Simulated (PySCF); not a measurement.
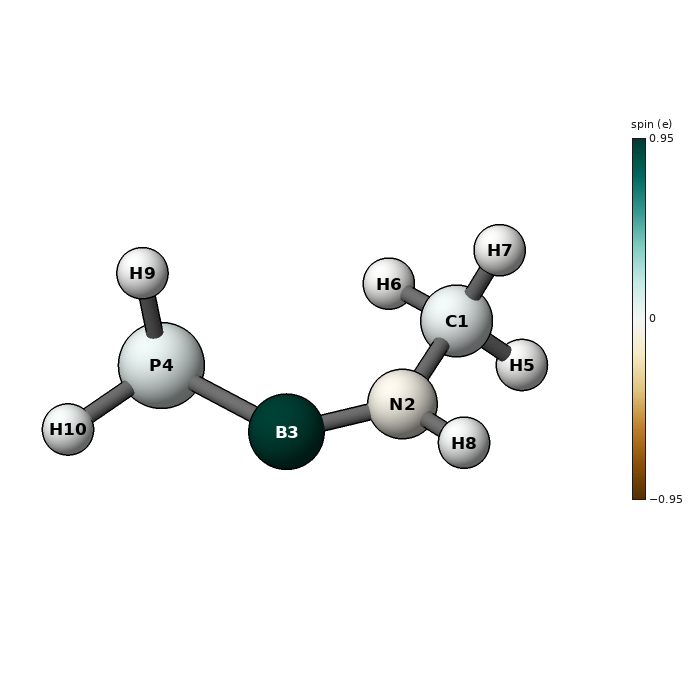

Atoms are coloured by their Mulliken spin populations. State: neutral, doublet. The computed structure is the end point of a GFN2-xTB optimisation. No frequency run is at hand to confirm it as a minimum. Level of theory: UKS B3LYP, pcH-1 on B C H N P, non-relativistic (PySCF 2.14.0).

Give the Mulliken spin populations atom by atom.

| atom | value (e) |
| --- | --- |
| C1 | 0.04 |
| N2 | −0.05 |
| B3 | 0.93 |
| P4 | 0.06 |
| H5 | 0.00 |
| H6 | 0.00 |
| H7 | 0.00 |
| H8 | 0.01 |
| H9 | 0.01 |
| H10 | 0.02 |

Mulliken values depend strongly on the basis set. The geometry is semi-empirical. Around B, P such bond lengths and angles can be off by a tenth of an ångström or more and by several degrees, and values that hang on the shape move with them.
